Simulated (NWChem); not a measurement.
**the pair KF···SiH2: a chain of runs**

We compute the energy (singlet KSiH2F, revPBE-D3(BJ)/3-21G), then the energy (singlet KF, revPBE-D3(BJ)/3-21G), then the energy (singlet SiH2, revPBE-D3(BJ)/3-21G), then the energy (singlet KF, revPBE-D3(BJ)/3-21G), then the energy (singlet SiH2, revPBE-D3(BJ)/3-21G) of FH2KSi and its partners. 

The results are computed with NWChem 7.3.0.

### Step 1. The system as given

KSiH2F has 5 atoms, charge 0, and is taken as a singlet. The two molecules were placed rigidly side by side, at 1.3 times their contact distance; the pair isn't optimised.

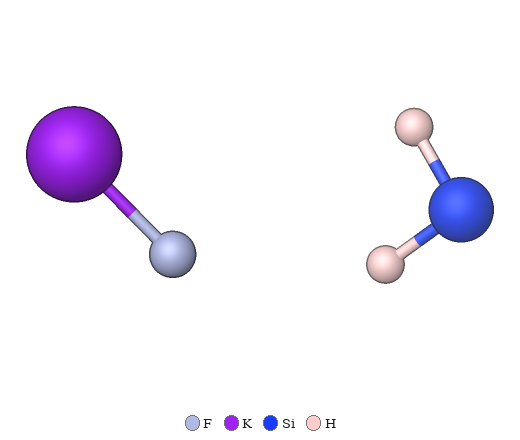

The structure, seen from a chosen angle (fluorine light blue, potassium purple, silicon blue, hydrogen pink).

### Step 2. The energy at revPBE-D3(BJ)/3-21G (run 1)

Input file calc.nw:

```
start calc
memory 2200 mb
geometry noautosym nocenter noautoz
  F        0.931350      -0.332300       0.468350
  K       -0.931350       0.332300      -0.468350
  Si       2.283620       0.615650       4.964540
  H        2.874350       0.901500       3.587520
  H        1.133570       1.584100       4.706850
end
basis spherical bse
  * library 3-21G
end
dft
  xc revpbe cpbe96
  disp vdw 4
  grid fine
  convergence energy 1e-08
  iterations 100
  mulliken
  noprint "final vectors analysis"
end
task dft energy
```

Launch:

```bash
$ nwchem calc.nw > calc.out
```

Output:

```text
Northwest Computational Chemistry Package (NWChem) 7.3.0
             --------------------------------------------------------

           Job information
           ---------------

    nwchem branch   = 7.3.0
    use scalapack   = T
    input           = calc.nw
    prefix          = calc.
    data base       = ./calc.db
    status          = startup
    nproc           =        1

           Memory information
           ------------------

    heap     =     72089594 doubles =      550.0 Mbytes
    stack    =     72089599 doubles =      550.0 Mbytes
    global   =    144179200 doubles =     1100.0 Mbytes (distinct from heap & stack)
    total    =    288358393 doubles =     2200.0 Mbytes
    verify   = yes
    hardfail = no

           Directory information
           ---------------------

  0 permanent = .
  0 scratch   = .

                                NWChem Input Module
                                -------------------

 Scaling coordinates for geometry "geometry" by  1.889725989
 (inverse scale =  0.529177249)

                             Geometry "geometry" -> ""
                             -------------------------

 Output coordinates in angstroms (scale by  1.889725989 to convert to a.u.)

  No.       Tag          Charge          X              Y              Z
 ---- ---------------- ---------- -------------- -------------- --------------
    1 F                    9.0000     0.93135000    -0.33230000     0.46835000
    2 K                   19.0000    -0.93135000     0.33230000    -0.46835000
    3 Si                  14.0000     2.28362000     0.61565000     4.96454000
    4 H                    1.0000     2.87435000     0.90150000     3.58752000
    5 H                    1.0000     1.13357000     1.58410000     4.70685000

      Atomic Mass
      -----------

      F                 18.998400
      K                 38.963710
      Si                27.976930
      H                  1.007825

 Effective nuclear repulsion energy (a.u.)      93.3129950110

            Nuclear Dipole moment (a.u.)
            ----------------------------
        X                 Y               Z
 ---------------- ---------------- ----------------
    50.3897324581    27.2643996454   138.1662385112

            XYZ format geometry
            -------------------
     5
 geometry
 F                     0.93135000    -0.33230000     0.46835000
 K                    -0.93135000     0.33230000    -0.46835000
 Si                    2.28362000     0.61565000     4.96454000
 H                     2.87435000     0.90150000     3.58752000
 H                     1.13357000     1.58410000     4.70685000

 ==============================================================================
                                internuclear distances
 ------------------------------------------------------------------------------
       center one      |      center two      | atomic units |  angstroms
 ------------------------------------------------------------------------------
    2 K                |   1 F                |     4.13533  |     2.18832
    4 H                |   3 Si               |     2.88259  |     1.52540
    5 H                |   3 Si               |     2.88263  |     1.52542
 ------------------------------------------------------------------------------
                         number of included internuclear distances:          3
 ==============================================================================

 ==============================================================================
                                 internuclear angles
 ------------------------------------------------------------------------------
        center 1       |       center 2       |       center 3       |  degrees
 ------------------------------------------------------------------------------
    4 H                |   3 Si               |   5 H                |    91.17
 ------------------------------------------------------------------------------
                            number of included internuclear angles:          1
 ==============================================================================

 Summary of "ao basis" -> "" (spherical)
 ------------------------------------------------------------------------------
       Tag                 Description            Shells   Functions and Types
 ---------------- ------------------------------  ------  ---------------------
 *                           3-21G                    on all atoms

  pbe96 is a nonlocal functional; adding pw91lda local functional.

                                 NWChem DFT Module
                                 -----------------

                      Basis "ao basis" -> "ao basis" (spherical)
                      -----
  [basis functions not shown]

 Summary of "ao basis" -> "ao basis" (spherical)
 ------------------------------------------------------------------------------
       Tag                 Description            Shells   Functions and Types
 ---------------- ------------------------------  ------  ---------------------
 F                           3-21G                   5        9   3s2p
 K                           3-21G                   9       17   5s4p
 Si                          3-21G                   7       13   4s3p
 H                           3-21G                   2        2   2s

 Summary of "ao basis" -> "ao basis" (spherical)
 ------------------------------------------------------------------------------
       Tag                 Description            Shells   Functions and Types
 ---------------- ------------------------------  ------  ---------------------
 F                           3-21G                   5        9   3s2p
 K                           3-21G                   9       17   5s4p
 Si                          3-21G                   7       13   4s3p
 H                           3-21G                   2        2   2s

  Caching 1-el integrals
  itol2e modified to match energy
  convergence criterion.
  tol_rho modified to match energy
  convergence criterion.

            General Information
            -------------------
          SCF calculation type: DFT
          Wavefunction type:  closed shell.
          No. of atoms     :     5
          No. of electrons :    44
           Alpha electrons :    22
            Beta electrons :    22
          Charge           :     0
          Spin multiplicity:     1
          Use of symmetry is: off; symmetry adaption is: off
          Maximum number of iterations: 100
          AO basis - number of functions:    43
                     number of shells:    25
          Convergence on energy requested:  1.00D-08
          Convergence on density requested:  1.00D-05
          Convergence on gradient requested:  5.00D-04

              XC Information
              --------------
                        RevPBE Exchange Functional  1.000
            Perdew 1991 LDA Correlation Functional  1.000 local
           PerdewBurkeErnz. Correlation Functional  1.000 non-local

             Grid Information
             ----------------
          Grid used for XC integration:  fine
          Radial quadrature: Mura-Knowles
          Angular quadrature: Lebedev.
          Tag              B.-S. Rad. Rad. Pts. Rad. Cut. Ang. Pts.
          ---              ---------- --------- --------- ---------
          F                   0.50       70          12.0       590
          K                   2.20      140          15.0       974
          Si                  1.10      123          19.0       770
          H                   0.35       60          16.0       590
          Grid pruning is: on
          Number of quadrature shells:   453
          Spatial weights used:  Erf1

          Convergence Information
          -----------------------
          Convergence aids based upon iterative change in
          total energy or number of iterations.
          Levelshifting, if invoked, occurs when the
          HOMO/LUMO gap drops below (HL_TOL):  1.00D-02
          DIIS, if invoked, will attempt to extrapolate
          using up to (NFOCK): 10 stored Fock matrices.

                    Damping( 0%)  Levelshifting(0.5)       DIIS
                  --------------- ------------------- ---------------
          dE  on:    start            ASAP                start
          dE off:    2 iters        100 iters           100 iters

      Screening Tolerance Information
      -------------------------------
          Density screening/tol_rho:  1.00D-11
          AO Gaussian exp screening on grid/accAOfunc:  18
          CD Gaussian exp screening on grid/accCDfunc:  20
          XC Gaussian exp screening on grid/accXCfunc:  20
          Schwarz screening/accCoul:  1.00D-09

      Dispersion Parameters
      ---------------------

           DFT-D3BJ Model
          s6 scale factor  :        1.000000000000
          s8 scale factor  :        2.355000000000
          a1 parameter     :        0.523800000000
          a2 parameter     :        3.501600000000
              vdW contrib  :       -0.003649040709

      Superposition of Atomic Density Guess
      -------------------------------------

 Sum of atomic energies:        -983.33589455

      Non-variational initial energy
      ------------------------------

 Total energy =    -982.941037
 1-e energy   =   -1544.985592
 2-e energy   =     468.731560
 HOMO         =      -0.229659
 LUMO         =      -0.087302

   Time after variat. SCF:      0.1

     ---------------------------------------------
      Total Density - Mulliken Population Analysis
     ---------------------------------------------

    Atom       Charge   Shell Charges
 -----------   ------   -------------------------------------------------------
    1 F    9     9.96   1.98  0.47  2.77  1.53  3.21
    2 K   19    18.04   2.00  2.00  6.00  2.00  5.93  0.03  0.12 -0.00 -0.02
    3 Si  14    13.60   2.00  1.98  5.86  0.83  1.02  1.00  0.91
    4 H    1     1.20   0.41  0.79
    5 H    1     1.20   0.41  0.79
   Time prior to 1st pass:      0.1

 Grid_pts file          = ./calc.gridpts.0
 Record size in doubles =  12289        No. of grid_pts per rec  =   3070
 Max. records in memory =    159        Max. recs in file   = *********

           Memory utilization after 1st SCF pass:
           Heap Space remaining (MW):       36.58            36577594
          Stack Space remaining (MW):       72.09            72089204

   convergence    iter        energy       DeltaE   RMS-Dens  Diis-err    time
 ---------------- ----- ----------------- --------- --------- ---------  ------
 d= 0,ls=0.0,diis     1   -984.9219382516 -1.08D+03  8.20D-02  1.04D+00     0.3
 d= 0,ls=0.5,diis     2   -973.8493776036  1.11D+01  2.30D-02  1.57D+01     0.5
 d= 0,ls=0.5,diis     3   -976.1563583375 -2.31D+00  2.53D-02  3.03D+01     0.6
 d= 0,ls=0.5,diis     4   -979.9542947134 -3.80D+00  1.86D-02  2.96D+01     0.8
 d= 0,ls=0.5,diis     5   -982.1769960864 -2.22D+00  2.44D-02  1.47D+01     0.9
 d= 0,ls=0.5,diis     6   -983.9974884971 -1.82D+00  2.39D-02  5.62D+00     1.1
 d= 0,ls=0.5,diis     7   -984.9659894540 -9.69D-01  1.36D-02  2.31D-01     1.3
  Resetting Diis
 d= 0,ls=0.5,diis     8   -984.9630104916  2.98D-03  7.08D-03  1.03D+00     1.4
 d= 0,ls=0.5,diis     9   -984.9106765510  5.23D-02  2.85D-02  1.53D+00     1.6
 d= 0,ls=0.5,diis    10   -984.9188783954 -8.20D-03  5.70D-03  1.99D+00     1.8
 d= 0,ls=0.5,diis    11   -984.9910237230 -7.21D-02  1.46D-03  5.77D-01     2.0
 d= 0,ls=0.5,diis    12   -985.0041436517 -1.31D-02  1.78D-03  3.64D-01     2.2
 d= 0,ls=0.5,diis    13   -985.0210127933 -1.69D-02  2.47D-03  2.03D-01     2.3
 d= 0,ls=0.5,diis    14   -985.0375286013 -1.65D-02  1.65D-03  6.46D-02     2.5
 d= 0,ls=0.5,diis    15   -985.0442575721 -6.73D-03  1.06D-03  2.70D-02     2.7
 d= 0,ls=0.5,diis    16   -985.0471612933 -2.90D-03  6.52D-04  1.47D-02     2.9
 d= 0,ls=0.5,diis    17   -985.0477748937 -6.14D-04  5.62D-04  1.58D-02     3.1
 d= 0,ls=0.5,diis    18   -985.0484808656 -7.06D-04  5.08D-04  1.39D-02     3.3
 d= 0,ls=0.5,diis    19   -985.0492491392 -7.68D-04  4.47D-04  1.04D-02     3.5
 d= 0,ls=0.5,diis    20   -985.0497986803 -5.50D-04  3.99D-04  8.24D-03     3.6
 d= 0,ls=0.5,diis    21   -985.0502139010 -4.15D-04  3.51D-04  6.84D-03     3.8
 d= 0,ls=0.5,diis    22   -985.0504680363 -2.54D-04  3.22D-04  6.32D-03     4.0
 d= 0,ls=0.5,diis    23   -985.0507098085 -2.42D-04  3.41D-04  5.67D-03     4.2
 d= 0,ls=0.5,diis    24   -985.0510740251 -3.64D-04  2.88D-04  3.89D-03     4.4
 d= 0,ls=0.5,diis    25   -985.0512777061 -2.04D-04  2.55D-04  3.30D-03     4.6
 d= 0,ls=0.5,diis    26   -985.0513958421 -1.18D-04  2.28D-04  3.15D-03     4.8
 d= 0,ls=0.5,diis    27   -985.0514658894 -7.00D-05  2.08D-04  3.15D-03     4.9
 d= 0,ls=0.5,diis    28   -985.0515466813 -8.08D-05  1.97D-04  3.00D-03     5.1
 d= 0,ls=0.5,diis    29   -985.0516291885 -8.25D-05  2.28D-04  2.82D-03     5.3
 d= 0,ls=0.5,diis    30   -985.0517802236 -1.51D-04  2.11D-04  2.19D-03     5.5
 d= 0,ls=0.5,diis    31   -985.0518900938 -1.10D-04  1.92D-04  1.87D-03     5.7
 d= 0,ls=0.5,diis    32   -985.0519639205 -7.38D-05  2.03D-04  1.73D-03     5.8
 d= 0,ls=0.5,diis    33   -985.0520626374 -9.87D-05  1.79D-04  1.39D-03     6.0
 d= 0,ls=0.5,diis    34   -985.0521221147 -5.95D-05  1.72D-04  1.28D-03     6.2
[... 53 lines of this table left out ...]
 d= 0,ls=0.5,diis    88   -985.0530170335 -3.88D-06  5.49D-05  1.70D-05    15.8
 d= 0,ls=0.5,diis    89   -985.0530206344 -3.60D-06  5.34D-05  1.63D-05    16.0
 d= 0,ls=0.5,diis    90   -985.0530238852 -3.25D-06  5.27D-05  1.64D-05    16.2
 d= 0,ls=0.5,diis    91   -985.0530269586 -3.07D-06  5.04D-05  1.67D-05    16.4
 d= 0,ls=0.5,diis    92   -985.0530299888 -3.03D-06  4.91D-05  1.51D-05    16.6
 d= 0,ls=0.5,diis    93   -985.0530328913 -2.90D-06  4.78D-05  1.35D-05    16.7
 d= 0,ls=0.5,diis    94   -985.0530356544 -2.76D-06  4.68D-05  1.23D-05    16.9
 d= 0,ls=0.5,diis    95   -985.0530382680 -2.61D-06  4.58D-05  1.16D-05    17.1
 d= 0,ls=0.5,diis    96   -985.0530407425 -2.47D-06  4.52D-05  1.13D-05    17.3
 d= 0,ls=0.5,diis    97   -985.0530431853 -2.44D-06  4.42D-05  1.07D-05    17.5
 d= 0,ls=0.5,diis    98   -985.0530455129 -2.33D-06  4.33D-05  9.75D-06    17.6
 d= 0,ls=0.5,diis    99   -985.0530478301 -2.32D-06  4.22D-05  8.34D-06    17.8
 d= 0,ls=0.5,diis   100   -985.0530500319 -2.20D-06  4.19D-05  7.24D-06    18.0

      Calculation failed to converge
      ------------------------------

         Total DFT energy =     -985.053052075683
      One electron energy =    -1548.224406652731
           Coulomb energy =      535.128981628779
    Exchange-Corr. energy =      -65.266973022007
 Nuclear repulsion energy =       93.312995010985

    Dispersion correction =       -0.003649040709

 Numeric. integr. density =       44.000000396528

     Total iterative time =     18.1s

     ---------------------------------------------
      Total Density - Mulliken Population Analysis
     ---------------------------------------------

    Atom       Charge   Shell Charges
 -----------   ------   -------------------------------------------------------
    1 F    9     9.48   1.98  0.43  2.47  1.55  3.04
    2 K   19    18.46   2.00  2.00  6.00  2.00  5.92  0.18  0.43 -0.05 -0.01
    3 Si  14    13.80   2.00  1.98  5.84  0.86  1.27  1.02  0.83
    4 H    1     1.12   0.43  0.68
    5 H    1     1.14   0.43  0.71

     -------------------------------------------
      Total Density - Lowdin Population Analysis
     -------------------------------------------

    Atom       Charge   Shell Charges
 -----------   ------   -------------------------------------------------------
    1 F    9     9.44   1.98  0.60  2.50  1.33  3.04
    2 K   19    18.51   2.00  2.00  5.99  1.96  5.86  0.15  0.43  0.03  0.08
    3 Si  14    13.87   2.00  1.97  5.77  0.84  1.26  0.88  1.15
    4 H    1     1.08   0.45  0.63
    5 H    1     1.10   0.45  0.65

 center of mass
 --------------
 x =   1.05993617 y =   0.56642605 z =   2.96283585

 moments of inertia (a.u.)
 ------------------
        1906.200319572047         -39.383872210149       -1003.050144303894
         -39.383872210149        2497.837029302053        -164.011469914079
       -1003.050144303894        -164.011469914079         680.557607208177

     Multipole analysis of the density
     ---------------------------------

     L   x y z        total         alpha         beta         nuclear
     -   - - -        -----         -----         ----         -------
     0   0 0 0     -0.000000    -22.000000    -22.000000     44.000000

     1   1 0 0     -2.353541    -26.371637    -26.371637     50.389732
     1   0 1 0      0.831442    -13.216479    -13.216479     27.264400
     1   0 0 1     -1.881607    -70.023923    -70.023923    138.166239

     2   2 0 0    -27.110627   -204.327483   -204.327483    381.544339
     2   1 1 0      1.734664    -26.637025    -26.637025     55.008714
     2   1 0 1     -3.401120   -334.846202   -334.846202    666.291284
     2   0 2 0    -25.092837    -33.473349    -33.473349     41.853860
     2   0 1 1      1.958148    -86.730589    -86.730589    175.419326
     2   0 0 2    -36.823415   -708.019559   -708.019559   1379.215704

 ------------------------------------------------------------------------
 dft energy failed                                                                                  0
 ------------------------------------------------------------------------
 ------------------------------------------------------------------------
  current input line :
    22: task dft energy
 ------------------------------------------------------------------------
 ------------------------------------------------------------------------
 This type of error is most commonly associated with calculations not reaching convergence criteria
 ------------------------------------------------------------------------

0:dft energy failed:Received an Error in Communication
  Errorcode: -1
```

Wall time 19 s (1 thread of Intel Xeon 6975P-C (Granite Rapids), shared host); peak memory 0.12 GiB.

No converged result was reached.

(Part 1 of 2 ends here.)
